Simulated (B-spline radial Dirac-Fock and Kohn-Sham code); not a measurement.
Neutral molybdenum ([Kr] 4d4 5s2), which is not the ground configuration. Computed with a radial B-spline solver: Dirac–Fock ΔSCF (average of configuration, Fermi nucleus, Breit and QED terms, no correlation).

Predict the main features of the following plot. Shifts of Kα satellites and hypersatellites with the number of spectator holes in 2p, counted from the Kα line without spectators.

The Kα centroid lies at 17.442 keV. One spectator hole shifts it by 53.0 eV and 5 holes by 277 eV; the steps grow from 53.0 eV to 57.8 eV. The hypersatellite (both 1s electrons missing) lies 474 eV above Kα as an average over its terms.

The result:

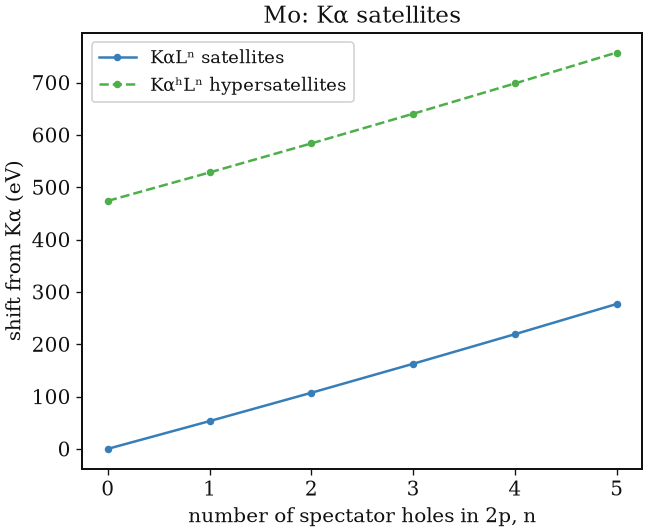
